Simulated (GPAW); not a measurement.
# H (Cmce): G0W0 on several meshes in GPAW

Wanted: mesh dependence and cost of G0W0 for H (Cmce).

Calculated with GPAW 26.7.0; LDA and many-body steps on it, plane waves.

## Step 1: The starting structure

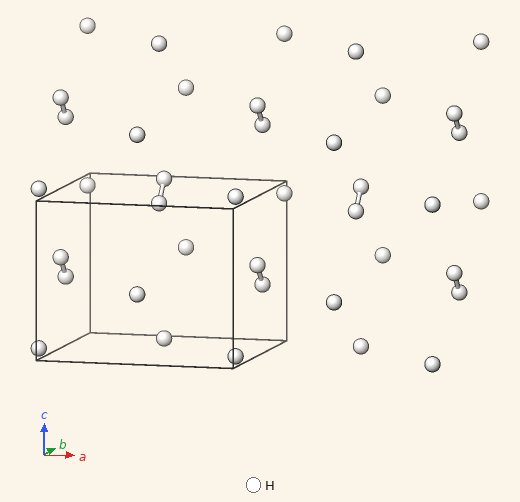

Start, viewed slightly off an axis; hydrogen white. 2×1×2 cells are drawn. This picture shows the conventional cell, with its axes. Bonds to atoms that aren't drawn are left out. Some periodic images of atoms are drawn too.

Coordinates:

```xyz
4
Lattice="2.6235 -2.5669 0.0000 2.6235 2.5669 0.0000 0.0000 0.0000 4.1418" Properties=species:S:1:pos:R:3 pbc="T T T"
H     2.6235   -2.3271    0.2838
H     2.6235    0.2398    1.7872
H     2.6235   -0.2398    2.3547
H     2.6235    2.3271    3.8581
```

The cell and positions are those that the Materials Project relaxed with its own functionals (PBE, PBE+U or r2SCAN), kept fixed.

## Step 2: Empty states on the mesh, 4×4×4 mesh, 266 bands

This step: GPAW 26.7.0; DFT, LDA, plane waves, PAW.

The sums over transitions need many empty states on a uniform mesh; this step solves for them.

Input file run.py:

```python
import json
import numpy as np
from gpaw.mpi import world
from gpaw import GPAW

calc = GPAW('gs.gpw').fixed_density(kpts={'size': (4, 4, 4), 'gamma': True},
    parallel={'domain': 1, 'band': 1},
    txt='nscf.txt')
calc.diagonalize_full_hamiltonian(nbands=266)
calc.write('full.gpw', mode='all')
res = {}
kpts = calc.get_ibz_k_points()
res['kpts'] = kpts
res['eigenvalues'] = [calc.get_eigenvalues(kpt=k) for k in range(len(kpts))]
res['n_electrons'] = calc.get_number_of_electrons()

if world.rank == 0:
    with open('result.json', 'w') as f:
        json.dump(res, f, default=lambda x: x.tolist())
```

Command:

```
$ mpirun -n 4 gpaw python run.py
```

Numbers of over 12 decimals in the logs are rounded to 6 here.

Log:

```text
Diagonalizing LCAO Hamiltonian
Converting LCAO to pw mode
convergence criteria:
- Maximum integral of absolute [eigenst]ate change: 4e-08 eV^2 / valence electron
maximum number of iterations: 100

SCF iterations
|iter     |     time |      energy | eigst |  dens |
|iter:   1|  |             | +2.74 |       |
|iter:   2|  |             | +1.28 |       |
|iter:   3|  |             | -0.72 |       |
|iter:   4|  |             | -2.56 |       |
|iter:   5|  |             | -4.79 |       |
|iter:   6|  |             | -6.50 |       |
|iter:   7|  |             | -7.53c|       |
SCF steps: 7
  __  _  _
 | _ |_)|_||  |
 |__||  | ||/\| - 26.7.0

Input parameters:
  mode=PW(ecut=600.0),
  convergence={'density': 1e-06, 'bands': -3},
  gpts=array([21, 21, 24]),
  kpts=MonkhorstPack(size=(4, 4, 4), gamma=True),
  maxiter=100,
  nbands=10,
  occupations=Occupations(name='fermi-dirac', width=0.001, fixmagmom=False),
  parallel={'domain': 1, 'band': 1},
  xc=XC(name='LDA')
Matrix size: 1880x1880
# Writing to full.gpw (mode='all')
  [... matrices ...]

timing:  # [seconds]
  Total: 43.605  # ━━━━━━━━━━━━━━━━━━━━━━━━━━━━━━━━━━━━━━━━━━━━━━━━━━━━━━━━━━
```

Run time: 47 s. Hardware: 4 MPI ranks of Arm Neoverse V1, shared host; peak memory 1.8 GiB.

This step gave:

| Quantity | Value |
| --- | --- |
| gap | 8.694 eV |
| k of the valence top | 0, 0, 0 |
| k of the conduction bottom | 0.5, 0, 0.5 |
| least direct gap | 9.356 eV |
| k points computed | 24 |
| lowest point of the top converged band, above the valence top | 163.0874 eV |

On this mesh the gap is 8.694 eV.

## Step 3: 4×4×4

Now the one-shot GW correction: screening in the RPA, then the self-energy of the levels asked for.

This step: G0W0 on LDA, plane waves, PAW.

Input file run.py:

```python
import json
import numpy as np
from gpaw.mpi import world
from gpaw.response.g0w0 import G0W0

gw = G0W0('full.gpw',
    filename='gw',
    kpts=[0, 16],
    bands=(0, 4),
    ecut=96,
    nbands=119,
    integrate_gamma='WS',
    ppa=True)
gw.calculate()
res = {mode: {k: v for k, v in r.items() if k != 'sigma_eskwn'}
       for mode, r in gw.all_results.items()}

if world.rank == 0:
    with open('result.json', 'w') as f:
        json.dump(res, f, default=lambda x: x.tolist())
```

Command:

```
$ mpirun -n 4 gpaw python run.py
```

Log:

```text
Using integrator: PointIntegrator
FrequencyGridDescriptor(from 0.000+0.000j to 0.000+27.211j eV, 2 points)
Nonperiodic BCs:  [False False False]
Using integrator: PointIntegrator
FrequencyGridDescriptor(from 0.000+0.000j to 0.000+27.211j eV, 2 points)
Nonperiodic BCs:  [False False False]
  ___  _ _ _
 |   || | | |
 | | || | | |
 |__ ||_____|
 |___|

BZ k-points: Symmetries present (total): 4

  [... matrices ...]
64 k-points: 4 x 4 x 4 Monkhorst-Pack grid + [1/8,1/8,1/8]
24 k-points in the irreducible part of the Brillouin zone
       k-points in crystal coordinates                weights
   0:     0.00000000    0.00000000    0.00000000          1/64
   1:     0.00000000    0.00000000    0.25000000          2/64
   2:     0.00000000    0.00000000    0.50000000          1/64
   3:     0.25000000   -0.25000000   -0.25000000          2/64
   4:     0.25000000   -0.25000000    0.00000000          2/64
   5:     0.25000000   -0.25000000    0.25000000          2/64
   6:     0.25000000   -0.25000000    0.50000000          2/64
   7:     0.25000000    0.00000000   -0.25000000          4/64
   8:     0.25000000    0.00000000    0.00000000          4/64
   9:     0.25000000    0.00000000    0.25000000          4/64
          ...
  23:     0.50000000    0.50000000    0.50000000          1/64

Distributing spins, k-points and bands (1 x 2 x 4) over 4 processes
Number of blocks: 1

Quasi particle states:
k-points (IBZ indices): [0, 16]
Band range: (0, 4)
  [... matrices ...]
Computational parameters:
Plane wave cut-off: 96 eV
Number of bands: 119
Coulomb cutoff: None
Broadening: 0.1 eV

fxc modes: GW
Kernel: RPA
Using Godby-Needs plasmon-pole approximation:
  Fitting energy: i*E0, E0 = 1.000 Hartree
Summing all q:

Calculating screened Coulomb potential
No Coulomb truncation
FrequencyGridDescriptor(from 0.000+0.000j to 0.000+27.211j eV, 2 points)
Removing empty qpoint cache files...

Calculating chi0 body with:
    Ground state adapter containing:
    Number of spins: 1
    Number of kpoints: 64
    Number of irreducible kpoints: 24
    Number of completely occupied states: 2
    Number of partially occupied states: 2
    Occupied states memory: 0.322998046875 M / cpu

    Linear response parametrization:
    q_c: [0.0, 0.0, 0.0]
    Number of frequency points: 2
    Planewave cutoff: 96.0
    Number of bands: 119
    Number of planewaves: 119
    Broadening (eta): 1e-06
    comm.size: 4
    kncomm.size: 4
    blockcomm.size: 1

    Memory estimate of potentially large arrays:
        chi0_wGG: 0.432159 M / cpu
Integrating chi0 body.

Symmetries of q_c:
    Direct symmetries (Uq -> q): 4
    Indirect symmetries (TUq -> q): 0
In total 4 allowed symmetries.

  [... matrices ...]
24 groups of equivalent kpoints. 62.5% reduction.

Integral kind: response function
Integrating chi0 head and wings.

Symmetries of q_c:
    Direct symmetries (Uq -> q): 4
    Indirect symmetries (TUq -> q): 0
In total 4 allowed symmetries.

  [... matrices ...]
24 groups of equivalent kpoints. 62.5% reduction.

Integral kind: response function wings

Calculating chi0 body with:
    Ground state adapter containing:
    Number of spins: 1
    Number of kpoints: 64
    Number of irreducible kpoints: 24
    Number of completely occupied states: 2
    Number of partially occupied states: 2
    Occupied states memory: 0.322998046875 M / cpu

    Linear response parametrization:
[... the further q-points ...]

Results:
f:      Occupation numbers
eps:     KS-eigenvalues [eV]
vxc:     KS vxc [eV]
exx:     Exact exchange [eV]
sigma:   Self-energies [eV]
dsigma:  Self-energy derivatives
Z:       Renormalization factors
qp:      QP-energies [eV]

k-point 0 (0): (0.000, 0.000, 0.000)                GW
band       f     eps     vxc     exx   sigma  dsigma       Z      qp
                                                                   GW
   0   1.000 -10.293 -10.426 -16.627   1.094  -0.160   0.862 -14.697
   1   1.000  -8.352 -12.365 -18.149   0.951  -0.160   0.862 -12.516
   2   0.000   2.598  -6.706  -2.233  -1.731  -0.099   0.910   5.092
   3   0.000   3.832  -7.412  -3.362  -1.760  -0.110   0.901   5.896

k-point 1 (16): (0.500, 0.000, 0.500)                GW
band       f     eps     vxc     exx   sigma  dsigma       Z      qp
                                                                   GW
   0   1.000  -9.014 -11.726 -17.666   1.000  -0.163   0.860 -13.263
   1   1.000  -9.014 -11.726 -17.666   1.000  -0.163   0.860 -13.263
   2   0.000   0.342  -5.578  -1.713  -1.602  -0.089   0.918   2.420
   3   0.000   0.342  -5.578  -1.713  -1.602  -0.089   0.918   2.420
```

Run time: 46 s. Hardware: 4 MPI ranks; peak memory 0.82 GiB.

This step gave:

- G0W0 gap on the points computed: 14.94 eV
- least direct G0W0 gap on the computed points: 15.68 eV
- Z at the valence top: 0.8618
- Z at the conduction bottom: 0.9182
- starting gap on the mesh: 8.694 eV
- k of the valence top: 0, 0, 0
- k of the conduction bottom: 0.5, 0, 0.5

The gap on the mesh goes from 8.69 eV to 14.94 eV, a correction of +6.24 eV.

## Step 4: Empty states on the mesh, 2×2×2 mesh, 129 bands

This step: DFT, LDA, plane waves, PAW.

Input file run.py:

```python
import json
import numpy as np
from gpaw.mpi import world
from gpaw import GPAW

calc = GPAW('gs.gpw').fixed_density(kpts={'size': (2, 2, 2), 'gamma': True},
    nbands=150,
    convergence={'bands': 129},
    txt='nscf.txt')
calc.write('full.gpw', mode='all')
res = {}
kpts = calc.get_ibz_k_points()
res['kpts'] = kpts
res['eigenvalues'] = [calc.get_eigenvalues(kpt=k) for k in range(len(kpts))]
res['n_electrons'] = calc.get_number_of_electrons()

if world.rank == 0:
    with open('result.json', 'w') as f:
        json.dump(res, f, default=lambda x: x.tolist())
```

Command:

```
$ mpirun -n 4 gpaw python run.py
```

Log:

```text
Diagonalizing LCAO Hamiltonian
Converting LCAO to pw mode
convergence criteria:
- Maximum integral of absolute [eigenst]ate change: 4e-08 eV^2 / valence electron
maximum number of iterations: 100

SCF iterations
|iter     |     time |      energy | eigst |  dens |
|iter:   1|  |             | +5.16 |       |
|iter:   2|  |             | +3.95 |       |
|iter:   3|  |             | +2.80 |       |
[...]
|iter:  22|  |             | -7.16 |       |
|iter:  23|  |             | -7.38 |       |
|iter:  24|  |             | -7.60c|       |
SCF steps: 24
  __  _  _
 | _ |_)|_||  |
 |__||  | ||/\| - 26.7.0

Input parameters:
  mode=PW(ecut=600.0),
  convergence={'bands': 129},
  gpts=array([21, 21, 24]),
  kpts=MonkhorstPack(size=(2, 2, 2), gamma=True),
  maxiter=100,
  nbands=150,
  occupations=Occupations(name='fermi-dirac', width=0.001, fixmagmom=False),
  parallel={},
  xc=XC(name='LDA')
# Writing to full.gpw (mode='all')
  [... matrices ...]

timing:  # [seconds]
  Total: 0.051  # ━━━━━━━━━━━━━━━━━━━━━━━━━━━━━━━━━━━━━━━━━━━━━━━━━━━━━━━━━━━
```

Elapsed: 23 s, on 4 MPI ranks; peak memory 0.64 GiB; 94 s of CPU time.

Numbers from this step:

```yaml
gap: 8.694 eV
k_of_the_valence_top: 0, 0, 0
k_of_the_conduction_bottom: 0.5, 0, 0.5
least_direct_gap: 9.356 eV
k_points_computed: 6
lowest_point_of_the_top_converged_band_above_the_valence_top: 100.6881 eV
```

On this mesh the gap is 8.694 eV.

## Step 5: 2×2×2

This step: G0W0 on LDA, plane waves, PAW.

Input file run.py:

```python
import json
import numpy as np
from gpaw.mpi import world
from gpaw.response.g0w0 import G0W0

gw = G0W0('full.gpw',
    filename='gw',
    kpts=[0, 3],
    bands=(0, 4),
    ecut=96,
    nbands=119,
    integrate_gamma='WS',
    ppa=True)
gw.calculate()
res = {mode: {k: v for k, v in r.items() if k != 'sigma_eskwn'}
       for mode, r in gw.all_results.items()}

if world.rank == 0:
    with open('result.json', 'w') as f:
        json.dump(res, f, default=lambda x: x.tolist())
```

Command:

```
$ mpirun -n 4 gpaw python run.py
```

Log:

```text
Using integrator: PointIntegrator
FrequencyGridDescriptor(from 0.000+0.000j to 0.000+27.211j eV, 2 points)
Nonperiodic BCs:  [False False False]
Using integrator: PointIntegrator
FrequencyGridDescriptor(from 0.000+0.000j to 0.000+27.211j eV, 2 points)
Nonperiodic BCs:  [False False False]
  ___  _ _ _
 |   || | | |
 | | || | | |
 |__ ||_____|
 |___|

BZ k-points: Symmetries present (total): 4

  [... matrices ...]
8 k-points: 2 x 2 x 2 Monkhorst-Pack grid + [1/4,1/4,1/4]
6 k-points in the irreducible part of the Brillouin zone
       k-points in crystal coordinates                weights
   0:     0.00000000    0.00000000    0.00000000          1/8
   1:     0.00000000    0.00000000    0.50000000          1/8
   2:     0.50000000    0.00000000    0.00000000          2/8
   3:     0.50000000    0.00000000    0.50000000          2/8
   4:     0.50000000    0.50000000    0.00000000          1/8
   5:     0.50000000    0.50000000    0.50000000          1/8

Distributing spins, k-points and bands (1 x 2 x 4) over 4 processes
Number of blocks: 1

Quasi particle states:
k-points (IBZ indices): [0, 3]
Band range: (0, 4)
  [... matrices ...]
Computational parameters:
Plane wave cut-off: 96 eV
Number of bands: 119
Coulomb cutoff: None
Broadening: 0.1 eV

fxc modes: GW
Kernel: RPA
Using Godby-Needs plasmon-pole approximation:
  Fitting energy: i*E0, E0 = 1.000 Hartree
Summing all q:

Calculating screened Coulomb potential
No Coulomb truncation
FrequencyGridDescriptor(from 0.000+0.000j to 0.000+27.211j eV, 2 points)
Removing empty qpoint cache files...

Calculating chi0 body with:
    Ground state adapter containing:
    Number of spins: 1
    Number of kpoints: 8
    Number of irreducible kpoints: 6
    Number of completely occupied states: 2
[...]
Number of frequency points: 2
    Planewave cutoff: 96.0
    Number of bands: 119
    Number of planewaves: 119
    Broadening (eta): 1e-06
    comm.size: 4
    kncomm.size: 4
    blockcomm.size: 1

    Memory estimate of potentially large arrays:
        chi0_wGG: 0.432159 M / cpu
Integrating chi0 body.

Symmetries of q_c:
    Direct symmetries (Uq -> q): 4
    Indirect symmetries (TUq -> q): 0
In total 4 allowed symmetries.

  [... matrices ...]
6 groups of equivalent kpoints. 25.0% reduction.

Integral kind: response function
Integrating chi0 head and wings.

Symmetries of q_c:
    Direct symmetries (Uq -> q): 4
    Indirect symmetries (TUq -> q): 0
In total 4 allowed symmetries.

  [... matrices ...]
6 groups of equivalent kpoints. 25.0% reduction.

Integral kind: response function wings

Calculating chi0 body with:
    Ground state adapter containing:
    Number of spins: 1
    Number of kpoints: 8
    Number of irreducible kpoints: 6
    Number of completely occupied states: 2
    Number of partially occupied states: 2
    Occupied states memory: 0.322998046875 M / cpu

    Linear response parametrization:
[... the further q-points ...]

Results:
f:      Occupation numbers
eps:     KS-eigenvalues [eV]
vxc:     KS vxc [eV]
exx:     Exact exchange [eV]
sigma:   Self-energies [eV]
dsigma:  Self-energy derivatives
Z:       Renormalization factors
qp:      QP-energies [eV]

k-point 0 (0): (0.000, 0.000, 0.000)                GW
band       f     eps     vxc     exx   sigma  dsigma       Z      qp
                                                                   GW
   0   1.000 -10.293 -10.426 -16.608   1.075  -0.167   0.857 -14.671
   1   1.000  -8.352 -12.365 -18.114   0.938  -0.160   0.862 -12.497
   2   0.000   2.598  -6.706  -2.232  -1.746  -0.101   0.909   5.077
[...]
k-point 1 (3): (0.500, 0.000, 0.500)                GW
band       f     eps     vxc     exx   sigma  dsigma       Z      qp
                                                                   GW
[...]
2   0.000   0.342  -5.578  -1.694  -1.631  -0.091   0.916   2.407
   3   0.000   0.342  -5.578  -1.694  -1.631  -0.091   0.916   2.407
```

Elapsed: 5.9 s, on 4 MPI ranks; peak memory 0.78 GiB.

This step gave:

```
G0W0 gap on the points computed              : 14.90 eV
least direct G0W0 gap on the computed points : 15.68 eV
Z at the valence top                         : 0.8618
Z at the conduction bottom                   : 0.9163
starting gap on the mesh                     : 8.694 eV
k of the valence top                         : 0, 0, 0
k of the conduction bottom                   : 0.5, 0, 0.5
```

Against G0W0 in GPAW (4×4×4 mesh, 119 bands, screening to 96 eV, Godby-Needs plasmon pole), the gap moves by −0.032 eV.

## Step 6: The runs together

Times are wall times on 4 MPI ranks of Arm Neoverse V1, shared host, good to a factor of about two.

```tsv
run	mesh	bands	screening cutoff (eV)	DFT gap (eV)	gap on the mesh (eV)	direct (eV)	time
4×4×4	4×4×4	119	96	8.694	14.936	15.683	46 s
2×2×2	2×2×2	119	96	8.694	14.904	15.684	5.9 s
```

## Step 7: What came out

| Item | Value |
| --- | --- |
| 4×4×4 | 14.936 eV |
| 2×2×2 | 14.904 eV |
| known limits | not at the basis limit; coarse k mesh |

What this shows: 2×2×2: −0.032 eV against 4×4×4. Bands and cutoff are finite, so the gap is not at the basis limit. The miss can reach some tenths of an eV and take either sign; the mesh is an error of its own. These stock PAW sets were not made for GW. In the G0W0 runs levels were corrected at 2 k points alone, so a gap called «on the mesh» is the least over those, and an edge elsewhere would be missed. The 4×4×4 mesh is coarse for this cell, which bears on the long-range parts of exchange and screening. Mesh or cutoff lie under what a gap needs, so these runs test behaviour and cost; their gaps are not to be quoted.

[Paths, hosts, dates, memory and timing lines, banners, echoed tables and standing remarks are left out of the program output.]

[Logs are printed without paths, hosts, clocks, repeated set-up lines and the standing remarks that a program may print on its own settings, such as how far it seeks lower states.]

[Runs of the session that timed out or met a known fault of the program may be left out.]

[Hosts, paths, dates, database ids (printed as entryN), source tags and the programs' standing remarks are cut or masked in the printed files.]
